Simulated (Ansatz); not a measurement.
**AsH+ (quartet): the correlation ladder at distance As1–H2 = 2.644 Å, cc-pVTZ**

Aim: climb from Hartree-Fock through coupled cluster and multireference methods for AsH+ (quartet) at one geometry and basis, and see what each rung misses.

Computed with Ansatz 0.2.0, Gaussian basis. Level: cc-pVTZ, core rule «outside noble gas», up to 14 orbitals frozen.

Plan: UHF; CCSD(T) on ROHF; CCSD(T) on UHF; BCCD(T) on ROHF; CISD; CCSDT(Q) on ROHF; CCSDT(Q) on UHF; CASSCF and MRCISD+Q, 5 electrons in 5 orbitals; CASSCF and NEVPT2, 5 electrons in 5 orbitals; Full CI.

26 further runs of the same task are left out: 22 that didn't finish, 4 set aside as unsound or not needed.

### Step 1. The geometry

The geometry derives from a PBE0/def2-TZVP stationary point (not a proven minimum). One bond is set to the value named and the two fragments are kept rigid. No spin-orbit coupling is included. The filled d shell of As may be among the frozen orbitals whatever the setting's name suggests; the logs give the count.

2 atoms, charge 1, spin multiplicity 4.

Atoms are counted from 1 here; the program's logs count them from 0.

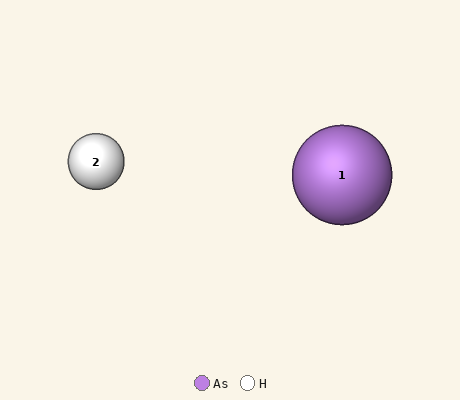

The structure; arsenic purple, hydrogen white; atoms are numbered from 1 in the order of the file.

Coordinates:

```xyz
2

As    0.00000    0.00000    0.00000
H     0.00000    0.00000    2.64400
```

In the tables R marks a restricted open-shell determinant and U an unrestricted one; 'valence' is the active space of 5 electrons in 5 orbitals; energies count from the table's Hartree-Fock row.

### Step 2. UHF

Input file in.yaml:

```yaml
crystal:
  periodic: [false, false, false]
  atoms:
    - {symbol: As, position_ang: [0.000000, 0.000000, 0.000000]}
    - {symbol: H, position_ang: [0.000000, 0.000000, 2.644000]}
basis:
  gaussian: {orbitals: cc-pVTZ}
total_charge: 1
magnetization: {spin_polarized: true, initial_magnetization: 3}
hamiltonian: {xc: hf}
output: {orbitals: {seedname: orbitals}}
```

Run with:

```
> ansatz run in.yaml --threads 1 --pin off --events-out ev --progress --plain --max-ram 2393MiB
```

Output:

```text
Functional definition: HF
  name "HF"
  cite "Fock, Z. Phys. 61, 126 (1930) doi:10.1007/BF01340294"
  parent pbe
  exchange = exact_x
  correlation = 0
355 factors; integrals over basis functions are off by at most 2.0e-3 eV
mean field evaluation 1: about -60799.2987 eV, gradient 9.1e0 eV
mean field evaluation 2: about -60799.3019 eV, gradient 9.1e0 eV
mean field evaluation 4: about -60800.7842 eV, gradient 2.8e0 eV
mean field evaluation 8: about -60801.1158 eV, gradient 1.6e-1 eV
mean field evaluation 16: about -60800.8760 eV, gradient 6.3e-1 eV
mean field evaluation 32: about -60800.5100 eV, gradient 1.5e-1 eV
mean field -60801.11701904 eV, -2234.3998379726 hartree, gradient 1.1e-5 eV, S^2 3.758310; 3 other end points of the search recorded, 0 dependent functions left out
reference -60801.11701904 eV, -2234.3998379726 hartree; 18, 15 occupied and 39, 42 virtual orbitals, 355 factors
Total energy: -60801.11701904 eV, -2234.3998379726 hartree
```

Wall time 0.78 s (1 thread of Arm Neoverse V2, shared host).

From the report: ⟨S²⟩ of the determinant 3.758 (pure quartet: 3.75).

### Step 3. CCSD(T) on ROHF

Input file in.yaml:

```yaml
crystal:
  periodic: [false, false, false]
  atoms:
    - {symbol: As, position_ang: [0.000000, 0.000000, 0.000000]}
    - {symbol: H, position_ang: [0.000000, 0.000000, 2.644000]}
basis:
  gaussian: {orbitals: cc-pVTZ}
total_charge: 1
magnetization: {spin_polarized: false, initial_magnetization: 3}
correlation: {method: ccsd_t, electrons: outside_noble_gas}
```

Launched as before.

Output, shortened:

```text
Functional definition: HF
  name "HF"
  cite "Fock, Z. Phys. 61, 126 (1930) doi:10.1007/BF01340294"
  parent pbe
[...]
355 factors; integrals over basis functions are off by at most 2.0e-3 eV
[...]
mean field -60801.01234013 eV, -2234.3959910934 hartree, gradient 3.1e-6 eV, S^2 3.750000; 8 other end points of the search recorded, 0 dependent functions left out
[...]
determinant -60801.01234013 eV, -2234.3959910934 hartree, with singles and doubles -60803.11481108 eV, -2234.4732554755 hartree
determinant -60800.39101456 eV, -2234.3731577999 hartree, with singles and doubles -60802.46154755 eV, -2234.4492484840 hartree
14 core orbitals not correlated: weight in the atoms' cores, before any rotation towards them, 1.000 or more for the frozen orbitals, at most 0.000 for the correlated occupied ones
reference -60801.01234013 eV, -2234.3959910934 hartree; 4, 1 occupied and 39, 42 virtual orbitals, 355 factors
second order -1.59582870 eV of doubles, -0.05871772 eV of singles
cycle   1  -2.08173066 eV  change   -1.2e-1 eV  update   1.3e-2
[...]
cycle  10  -2.08783995 eV  change   -1.2e-6 eV  update   1.6e-6
perturbative correction -0.05533703 eV, -0.0020335983 hartree
Total energy: -60803.15551711 eV, -2234.4747513947 hartree
```

Run time: 2.5 s. Hardware: 1 thread of Arm Neoverse V2, shared host.

From the report: correlation -2.1432 eV; T1 0.021; largest double amplitude 0.08.

### Step 4. CCSD(T) on UHF

Changes to in.yaml since step 3:

```diff
@@ -8,3 +8,3 @@
 total_charge: 1
-magnetization: {spin_polarized: false, initial_magnetization: 3}
+magnetization: {spin_polarized: true, initial_magnetization: 3}
 correlation: {method: ccsd_t, electrons: outside_noble_gas}
```

Launched as before.

Output, shortened:

```text
Functional definition: HF
  name "HF"
  cite "Fock, Z. Phys. 61, 126 (1930) doi:10.1007/BF01340294"
  parent pbe
[...]
355 factors; integrals over basis functions are off by at most 2.0e-3 eV
[...]
mean field -60801.11701904 eV, -2234.3998379726 hartree, gradient 4.4e-6 eV, S^2 3.758310; 8 other end points of the search recorded, 0 dependent functions left out
determinant -60801.11701904 eV, -2234.3998379726 hartree, with singles and doubles -60803.12664405 eV, -2234.4736903295 hartree
determinant -60800.51025281 eV, -2234.3775397246 hartree, with singles and doubles -60802.47329840 eV, -2234.4496803197 hartree
14 core orbitals not correlated: weight in the atoms' cores, before any rotation towards them, 1.000 or more for the frozen orbitals, at most 0.000 for the correlated occupied ones
reference -60801.11701904 eV, -2234.3998379726 hartree; 4, 1 occupied and 39, 42 virtual orbitals, 355 factors
second order -1.55659942 eV of doubles, -0.00000000 eV of singles
cycle   1  -1.99208739 eV  change   -1.2e-1 eV  update   1.2e-2
[...]
cycle  10  -1.99794285 eV  change   -1.3e-6 eV  update   1.6e-6
perturbative correction -0.05312046 eV, -0.0019521410 hartree
Total energy: -60803.16808236 eV, -2234.4752131590 hartree
```

It took 2.1 s on 1 thread of Arm Neoverse V2, shared host.

From the report: ⟨S²⟩ of the determinant 3.758 (pure quartet: 3.75); correlation -2.0511 eV; T1 0.017; largest double amplitude 0.08.

### Step 5. BCCD(T) on ROHF

Changes to in.yaml since step 4:

```diff
@@ -8,3 +8,3 @@
 total_charge: 1
-magnetization: {spin_polarized: true, initial_magnetization: 3}
-correlation: {method: ccsd_t, electrons: outside_noble_gas}
+magnetization: {spin_polarized: false, initial_magnetization: 3}
+correlation: {method: bccd_t, electrons: outside_noble_gas}
```

Launched as before.

Output, shortened:

```text
Functional definition: HF
  name "HF"
  cite "Fock, Z. Phys. 61, 126 (1930) doi:10.1007/BF01340294"
  parent pbe
[...]
355 factors; integrals over basis functions are off by at most 2.0e-3 eV
[...]
mean field -60801.01234013 eV, -2234.3959910934 hartree, gradient 3.1e-6 eV, S^2 3.750000; 8 other end points of the search recorded, 0 dependent functions left out
[...]
determinant -60801.01234013 eV, -2234.3959910934 hartree, with singles and doubles -60803.11481108 eV, -2234.4732554755 hartree
determinant -60800.39101456 eV, -2234.3731577999 hartree, with singles and doubles -60802.46154755 eV, -2234.4492484840 hartree
14 core orbitals not correlated: weight in the atoms' cores, before any rotation towards them, 1.000 or more for the frozen orbitals, at most 0.000 for the correlated occupied ones
reference -60801.01234013 eV, -2234.3959910934 hartree; 4, 1 occupied and 39, 42 virtual orbitals, 355 factors
second order -1.59582870 eV of doubles, -0.05871772 eV of singles
cycle   1  -2.08446408 eV  change   -1.3e-1 eV  update   1.3e-2
[...]
cycle  10  -2.08797550 eV  change   -1.3e-6 eV  update   2.7e-6
perturbative correction -0.05509186 eV, -0.0020245884 hartree
Total energy: -60803.15540749 eV, -2234.4747473663 hartree
```

Run time: 2.5 s. Hardware: 1 thread of Arm Neoverse V2, shared host.

From the report: correlation -2.1431 eV; largest double amplitude 0.08.

### Step 6. CISD

Changes to in.yaml since step 5:

```diff
@@ -9,2 +9,2 @@
 magnetization: {spin_polarized: false, initial_magnetization: 3}
-correlation: {method: bccd_t, electrons: outside_noble_gas}
+correlation: {active_space: {ras: {orbitals: [1, 3, 39], electrons: 5, max_holes: 2, max_particles: 2}, fixed_orbitals: true}}
```

Launched as before.

Output:

```text
Functional definition: HF
  name "HF"
  cite "Fock, Z. Phys. 61, 126 (1930) doi:10.1007/BF01340294"
  parent pbe
  exchange = exact_x
  correlation = 0
355 factors; integrals over basis functions are off by at most 2.0e-3 eV
mean field evaluation 1: about -60799.3239 eV, gradient 9.5e0 eV
mean field evaluation 2: about -60799.3258 eV, gradient 9.5e0 eV
mean field evaluation 4: about -60800.8610 eV, gradient 2.3e0 eV
mean field evaluation 8: about -60801.0120 eV, gradient 1.1e-1 eV
mean field evaluation 16: about -60800.3906 eV, gradient 2.5e-1 eV
mean field evaluation 32: about -60800.7052 eV, gradient 9.8e-1 eV
mean field evaluation 64: about -60800.5286 eV, gradient 9.6e-1 eV
mean field -60801.01234013 eV, -2234.3959910934 hartree, gradient 3.1e-6 eV, S^2 3.750000; 8 other end points of the search recorded, 0 dependent functions left out
reference -60801.01234013 eV, -2234.3959910934 hartree; 18, 15 occupied and 39, 42 virtual orbitals, 355 factors
state -60803.10339106 eV, -2234.4728357977 hartree
Total energy: -60803.10339106 eV, -2234.4728357977 hartree
```

It took 1.8 s on 1 thread of Arm Neoverse V2, shared host.

From the report: 6,337 determinants.

### Step 7. CCSDT(Q) on ROHF

Changes to in.yaml since step 6:

```diff
@@ -9,2 +9,2 @@
 magnetization: {spin_polarized: false, initial_magnetization: 3}
-correlation: {active_space: {ras: {orbitals: [1, 3, 39], electrons: 5, max_holes: 2, max_particles: 2}, fixed_orbitals: true}}
+correlation: {method: ccsdt_q, electrons: outside_noble_gas}
```

Same command.

Output, shortened:

```text
Functional definition: HF
  name "HF"
  cite "Fock, Z. Phys. 61, 126 (1930) doi:10.1007/BF01340294"
  parent pbe
[...]
562 factors; integrals over basis functions are off by at most 1.3e-7 eV
[...]
mean field -60801.01234665 eV, -2234.3959913329 hartree, gradient 1.9e-6 eV, S^2 3.750000; 7 other end points of the search recorded, 0 dependent functions left out
[...]
determinant -60801.01234665 eV, -2234.3959913329 hartree, with singles and doubles -60803.11482181 eV, -2234.4732558699 hartree
determinant -60800.39102879 eV, -2234.3731583229 hartree, with singles and doubles -60802.46156124 eV, -2234.4492489868 hartree
14 core orbitals not correlated: weight in the atoms' cores, before any rotation towards them, 1.000 or more for the frozen orbitals, at most 0.000 for the correlated occupied ones
reference -60801.01234665 eV, -2234.3959913329 hartree; 4, 1 occupied and 39, 42 virtual orbitals, 562 factors
second order -1.59583290 eV of doubles, -0.05871785 eV of singles
cycle   1  -1.96701152 eV  change   -3.1e-1 eV  update   4.9e-2
[...]
cycle  15  -2.15705756 eV  change   -2.1e-7 eV  update   5.3e-7
perturbative correction -0.00119939 eV, -0.0000440766 hartree
Total energy: -60803.17060359 eV, -2234.4753058127 hartree
```

It took 9.5 s on 1 thread of Arm Neoverse V2, shared host.

From the report: correlation -2.1583 eV; T1 0.021; largest double amplitude 0.08.

### Step 8. CCSDT(Q) on UHF

Changes to in.yaml since step 7:

```diff
@@ -8,3 +8,3 @@
 total_charge: 1
-magnetization: {spin_polarized: false, initial_magnetization: 3}
+magnetization: {spin_polarized: true, initial_magnetization: 3}
 correlation: {method: ccsdt_q, electrons: outside_noble_gas}
```

Launched as before.

Output, shortened:

```text
Functional definition: HF
  name "HF"
  cite "Fock, Z. Phys. 61, 126 (1930) doi:10.1007/BF01340294"
  parent pbe
[...]
562 factors; integrals over basis functions are off by at most 1.3e-7 eV
[...]
mean field -60801.11702560 eV, -2234.3998382135 hartree, gradient 8.8e-6 eV, S^2 3.758310; 7 other end points of the search recorded, 0 dependent functions left out
determinant -60801.11702560 eV, -2234.3998382135 hartree, with singles and doubles -60803.12665419 eV, -2234.4736907018 hartree
determinant -60800.51026793 eV, -2234.3775402804 hartree, with singles and doubles -60802.47331195 eV, -2234.4496808174 hartree
14 core orbitals not correlated: weight in the atoms' cores, before any rotation towards them, 1.000 or more for the frozen orbitals, at most 0.000 for the correlated occupied ones
reference -60801.11702560 eV, -2234.3998382135 hartree; 4, 1 occupied and 39, 42 virtual orbitals, 562 factors
second order -1.55660333 eV of doubles, -0.00000000 eV of singles
cycle   1  -1.86693311 eV  change   -3.1e-1 eV  update   5.0e-2
[...]
cycle  16  -2.06513513 eV  change   -1.4e-7 eV  update   2.4e-7
perturbative correction -0.00118941 eV, -0.0000437099 hartree
Total energy: -60803.18335014 eV, -2234.4757742398 hartree
```

Wall time 9 s (1 thread of Arm Neoverse V2, shared host).

From the report: ⟨S²⟩ of the determinant 3.758 (pure quartet: 3.75); correlation -2.0663 eV; T1 0.017; largest double amplitude 0.08.

### Step 9. CASSCF and MRCISD+Q, 5 electrons in 5 orbitals

Input file in.yaml:

```yaml
crystal:
  periodic: [false, false, false]
  atoms:
    - {symbol: As, position_ang: [0.000000, 0.000000, 0.000000]}
    - {symbol: H, position_ang: [0.000000, 0.000000, 2.644000]}
basis:
  gaussian: {orbitals: cc-pVTZ}
total_charge: 1
magnetization: {spin_polarized: false, initial_magnetization: 3}
correlation: {method: fic_mrcisd_q, electrons: outside_noble_gas, active_space: {window: {electrons: 5, orbitals: 5}, shells: [{species: As, l: s, shell: 4}, {species: As, l: p, shell: 4}, {species: H, l: s, shell: 1}]}}
```

Launched as before.

Output, shortened:

```text
Functional definition: HF
  name "HF"
  cite "Fock, Z. Phys. 61, 126 (1930) doi:10.1007/BF01340294"
  parent pbe
[...]
562 factors; integrals over basis functions are off by at most 1.3e-7 eV
[...]
mean field -60801.01234665 eV, -2234.3959913329 hartree, gradient 1.9e-6 eV, S^2 3.750000; 7 other end points of the search recorded, 0 dependent functions left out
reference -60801.01234665 eV, -2234.3959913329 hartree; 18, 15 occupied and 39, 42 virtual orbitals, 562 factors
state -60801.35537505 eV, -2234.4085973944 hartree
contracted CI cycle   1: correlation 0.00000000 eV, 0.0000000000 hartree, residual 9.41e0 eV
contracted CI cycle   2: correlation -1.65571716 eV, -0.0608464833 hartree, residual 1.83e0 eV
contracted CI cycle   3: correlation -1.71585672 eV, -0.0630565716 hartree, residual 4.10e-1 eV
contracted CI cycle   4: correlation -1.71892821 eV, -0.0631694467 hartree, residual 9.95e-2 eV
contracted CI cycle   5: correlation -1.71911670 eV, -0.0631763734 hartree, residual 2.92e-2 eV
contracted CI cycle   6: correlation -1.71913304 eV, -0.0631769739 hartree, residual 7.86e-3 eV
contracted CI cycle   7: correlation -1.71913424 eV, -0.0631770181 hartree, residual 2.41e-3 eV
contracted CI cycle   8: correlation -1.71913435 eV, -0.0631770219 hartree, residual 6.63e-4 eV
state -60801.35537505 eV, -2234.4085973944 hartree; corrected -60803.14772255 eV, -2234.4744649498 hartree
Total energy: -60803.14772255 eV, -2234.4744649498 hartree
Checks for a lower state left out: starts, orbital_swaps
```

Run time: 2.4 s. Hardware: 1 thread of Arm Neoverse V2, shared host.

From the report: 11 determinants; active occupations 1.97, 1.00, 1.00, 1.00, 0.03.

### Step 10. CASSCF and NEVPT2, 5 electrons in 5 orbitals

Input file in.yaml:

```yaml
crystal:
  periodic: [false, false, false]
  atoms:
    - {symbol: As, position_ang: [0.000000, 0.000000, 0.000000]}
    - {symbol: H, position_ang: [0.000000, 0.000000, 2.644000]}
basis:
  gaussian: {orbitals: cc-pVTZ}
total_charge: 1
magnetization: {spin_polarized: false, initial_magnetization: 3}
correlation: {method: sc_nevpt2, electrons: outside_noble_gas, active_space: {window: {electrons: 5, orbitals: 5}, shells: [{species: As, l: s, shell: 4}, {species: As, l: p, shell: 4}, {species: H, l: s, shell: 1}]}}
```

Launched as before.

Output:

```text
Functional definition: HF
  name "HF"
  cite "Fock, Z. Phys. 61, 126 (1930) doi:10.1007/BF01340294"
  parent pbe
  exchange = exact_x
  correlation = 0
562 factors; integrals over basis functions are off by at most 1.3e-7 eV
mean field evaluation 1: about -60799.3206 eV, gradient 9.5e0 eV
mean field evaluation 2: about -60799.3249 eV, gradient 9.5e0 eV
mean field evaluation 4: about -60800.8613 eV, gradient 2.3e0 eV
mean field evaluation 8: about -60801.0120 eV, gradient 1.1e-1 eV
mean field evaluation 16: about -60800.3906 eV, gradient 2.3e-1 eV
mean field evaluation 32: about -60800.6833 eV, gradient 2.1e0 eV
mean field -60801.01234665 eV, -2234.3959913329 hartree, gradient 1.9e-6 eV, S^2 3.750000; 7 other end points of the search recorded, 0 dependent functions left out
reference -60801.01234665 eV, -2234.3959913329 hartree; 18, 15 occupied and 39, 42 virtual orbitals, 562 factors
state -60801.35537505 eV, -2234.4085973944 hartree
state -60801.35537505 eV, -2234.4085973944 hartree; corrected -60802.72505255 eV, -2234.4589321140 hartree
Total energy: -60802.72505255 eV, -2234.4589321140 hartree
Checks for a lower state left out: starts, orbital_swaps
```

It took 2.1 s on 1 thread of Arm Neoverse V2, shared host.

From the report: 11 determinants; active occupations 1.97, 1.00, 1.00, 1.00, 0.03.

### Step 11. Full CI

Input file in.yaml:

```yaml
crystal:
  periodic: [false, false, false]
  atoms:
    - {symbol: As, position_ang: [0.000000, 0.000000, 0.000000]}
    - {symbol: H, position_ang: [0.000000, 0.000000, 2.644000]}
basis:
  gaussian: {orbitals: cc-pVTZ}
total_charge: 1
magnetization: {spin_polarized: false, initial_magnetization: 3}
correlation: {method: fci, electrons: outside_noble_gas}
```

Launched as before.

Output, shortened:

```text
Functional definition: HF
  name "HF"
  cite "Fock, Z. Phys. 61, 126 (1930) doi:10.1007/BF01340294"
  parent pbe
[...]
562 factors; integrals over basis functions are off by at most 1.3e-7 eV
[...]
mean field -60801.01234665 eV, -2234.3959913329 hartree, gradient 1.9e-6 eV, S^2 3.750000; 7 other end points of the search recorded, 0 dependent functions left out
[...]
determinant -60801.01234665 eV, -2234.3959913329 hartree, with singles and doubles -60803.11450037 eV, -2234.4732440574 hartree
determinant -60800.39102879 eV, -2234.3731583229 hartree, with singles and doubles -60802.46123022 eV, -2234.4492368221 hartree
14 core orbitals not correlated: weight in the atoms' cores, before any rotation towards them, 1.000 or more for the frozen orbitals, at most 0.000 for the correlated occupied ones
reference -60801.01234665 eV, -2234.3959913329 hartree; 4, 1 occupied and 39, 42 virtual orbitals, 562 factors
state -60803.17052647 eV, -2234.4753029785 hartree
Total energy: -60803.17052647 eV, -2234.4753029785 hartree
```

Wall time 67 s (1 thread of Arm Neoverse V2, shared host); peak memory 0.31 GiB.

From the report: 1,326,860 determinants, symmetry A2.

### Step 12. How many determinants matter

Natural occupations of the FCI state about the gap (report; correlated orbitals 1 to 10): 1.934, 0.998, 0.988, 0.988, 0.034, 0.011, 0.011, 0.008, 0.008, 0.006. The count of effectively unpaired electrons, Σ n²(2 − n)², is 3.02; a single determinant of this spin has 3.

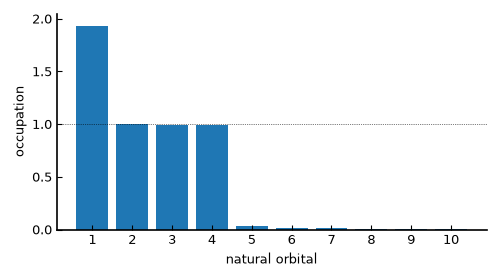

Natural occupations of the FCI state.

### Step 13. The ladder

The yardstick is full CI for this spin, exact in this basis with these frozen cores. Rows without a time come out of other runs: HF, MP2 and CCSD of CCSD(T), CCSDT of CCSDT(Q), CASSCF and MRCISD of the multireference runs.

Differences are taken before rounding.

```tsv
method	energy from the lowest RHF (kcal/mol)	from FCI (kcal/mol)	time
RHF	0.00	+49.77	
UHF	-2.41	+47.36	
RMP2	-38.15	+11.61	
UMP2	-38.31	+11.46	
CISD	-48.22	+1.55	1.8 s
RCCSD	-48.15	+1.62	
UCCSD	-48.49	+1.28	
RCCSD(T)	-49.42	+0.35	2.5 s
UCCSD(T)	-49.71	+0.06	2.1 s
BCCD(T)	-49.42	+0.35	2.5 s
RCCSDT	-49.74	+0.03	
UCCSDT	-50.04	-0.27	
RCCSDT(Q)	-49.77	0.00	9.5 s
UCCSDT(Q)	-50.06	-0.30	9 s
CASSCF valence	-7.91	+41.86	
NEVPT2 valence	-39.50	+10.27	2.1 s
MRCISD valence	-47.55	+2.21	
MRCISD+Q valence	-49.24	+0.53	2.4 s
FCI	-49.77	0	67 s
```

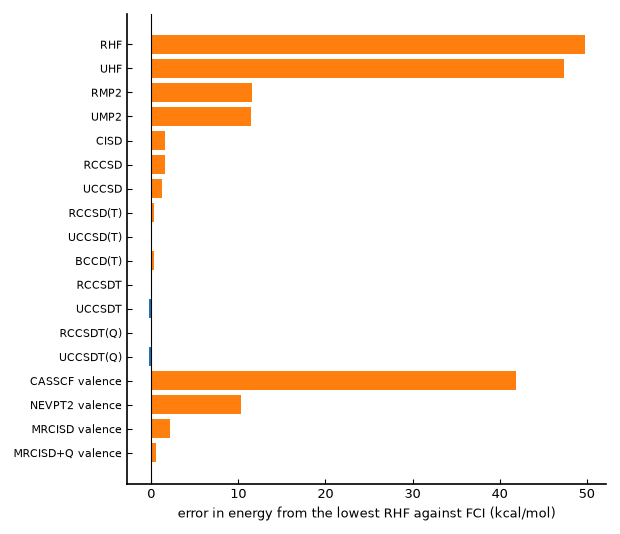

Deviations from FCI, method by method.

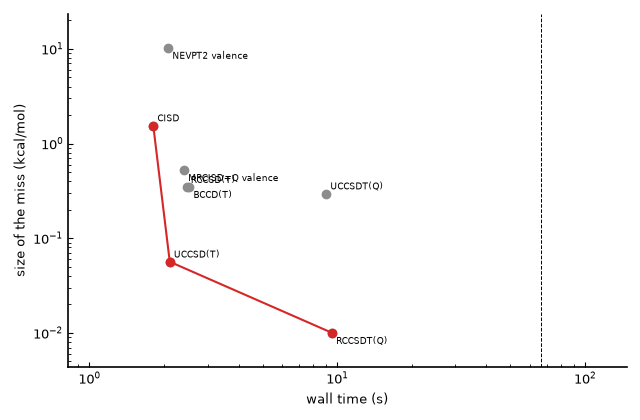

Accuracy for the time spent; red marks the levels that beat every quicker one drawn (of those quicker than the yardstick), and the dashed line is the time of FCI. Misses under 0.01 kcal/mol are drawn at that value. Times are from a shared host.

### Step 14. Results

| quantity | value |
| --- | --- |
| FCI below the RHF energy | -2.1582 eV |
| RMP2 from FCI | +11.61 kcal/mol |
| UMP2 from FCI | +11.46 kcal/mol |
| RCCSD from FCI | +1.62 kcal/mol |
| RCCSD(T) from FCI | +0.35 kcal/mol |
| UCCSD(T) from FCI | +0.06 kcal/mol |
| RCCSDT(Q) from FCI | 0.00 kcal/mol |
| UCCSDT(Q) from FCI | -0.30 kcal/mol |
| NEVPT2 valence from FCI | +10.27 kcal/mol |
| MRCISD+Q valence from FCI | +0.53 kcal/mol |
| levels within 1 kcal/mol (43 meV) | RCCSD(T), UCCSD(T), BCCD(T), RCCSDT, UCCSDT, RCCSDT(Q), UCCSDT(Q), MRCISD+Q valence |
| T1 diagnostic | 0.021 |
| effectively unpaired electrons | 3.02 |

In words: RCCSD(T) lands +0.35 kcal/mol from the yardstick (0.7 % of the correlation energy). UCCSDT, UCCSDT(Q) fall below full CI: unrestricted runs freeze a spin-polarised core, another one than full CI's, and coupled cluster isn't variational. One determinant dominates. Of the multireference levels listed MRCISD+Q valence comes nearest in total energy (+0.53 kcal/mol), which doesn't show that its space is the better one. These misses are within one basis, not against nature; the frozen cores of restricted and unrestricted runs differ, which can shift their rows.

RCCSDT(Q) reaches 0.00 kcal/mol from the reference in 9.5 s, where FCI took 67 s; the quickest level in the cost chart, CISD, takes 1.8 s and misses by 1.55 kcal/mol.
